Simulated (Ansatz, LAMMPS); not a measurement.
# Static equation of state of glassy 32SiO2-44B2O3-12CaO-12K2O (mol %) (128 atoms)

Density of this cell: 2.40 g/cm³. The cell holds 128 atoms: 11 Si, 30 B, 4 Ca, 8 K and 75 O. Cell: a = 11.580 Å, b = 11.977 Å, c = 11.490 Å, α = 89.0°, β = 89.9°, γ = 90.4°. The starting structure: 128 atoms (11 Si, 30 B, 4 Ca, 8 K, 75 O) placed at random at 2.23 g/cm³, melted at 3000 K for 20 ps at fixed volume with the Buckingham and Coulomb pair potential of Guillot and Sator (Geochim. Cosmochim. Acta 71, 1249 (2007)) with the boron terms of Wang et al. (J. Non-Cryst. Solids 498, 294 (2018)). Quenched from 3000 K to 300 K at 20 K/ps and fixed volume, held 10 ps at zero pressure.

Calculated with Ansatz 0.2.0: Kohn-Sham DFT, PBE, PAW (set soft_2), plane waves; cutoff 420 eV, Γ point, fermi-dirac smearing of 0.05 eV. Cell and atoms were relaxed first, to V0 = 12.448 Å³ an atom at a residual P0 = 0.011 GPa. The cell was then scaled evenly, and the atoms were relaxed at each volume.

| volume (Å³/atom) | pressure (GPa) |
| --- | --- |
| 11.203 | ? |
| 11.701 | 3.094 |
| 12.075 | 1.391 |
| 12.821 | -1.192 |
| 13.195 | -2.174 |

**Question.** Fit the third-order Birch–Murnaghan equation to the rows given and extrapolate to the withheld row.

**Working.**

Take the Eulerian strain f = ½[(V0/V)^(2/3) − 1] and the normalised pressure F = (P − P0) / [3f(1 + 2f)^(5/2)]. The third-order Birch–Murnaghan equation is then the line F = B0 + (3/2)B0(B′ − 4) f, so u = f and v = F.

| u = f | v = F (GPa) |
| --- | --- |
| 0.0210568 | 44.0266 |
| 0.0102567 | 42.6276 |
| -0.00975663 | 43.1621 |
| -0.0190504 | 42.1276 |

With n = 4: mean u = 6.2659e-4, mean v = 42.9860, Σ(u − ū)² = 0.0010051, Σ(u − ū)(v − v̄) = 0.032870. Slope b = 0.032870 / 0.0010051 = 32.703; intercept a = v̄ − b ū = 42.965.

So B0 = a = 43.0 GPa and B′ = 4 + 2b/(3a) = 4.51. At the withheld volume f = 0.03638, F = a + b f = 44.16 GPa, and P = P0 + 3f(1 + 2f)^(5/2) F.

Prediction at 11.203: 5.756 GPa. The run gave 5.576 GPa, so the fit is high by 0.18 GPa (3.2 % of the value).

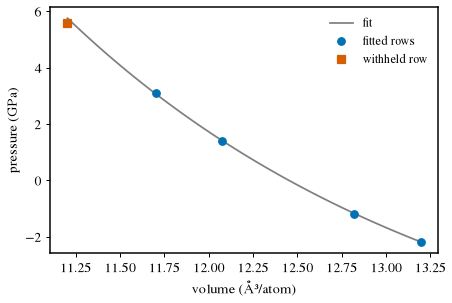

The fit, the rows that it rests on and the withheld row.

Among the rows given, the largest miss of the fit is at 11.701, by 0.026 GPa (0.34 % of the range of the table).

Limits: Static cells at zero temperature; the cell shape is held. The program notes that the SCF threshold of these relaxations is loose for the stress. The quench rate of 20 K/ps is many orders above laboratory rates, so the cell is likely richer in defects and strain than a real sample. The network of bonds at the start is that of the classical potential that made the cell, and needn't be the one that DFT or experiment would give. Only the Γ point is sampled, in a cell whose shortest periodic width is 11 Å.

[Hosts, paths, dates, database ids (printed as entryN), source tags and the programs' standing remarks are cut or masked in the printed files.]
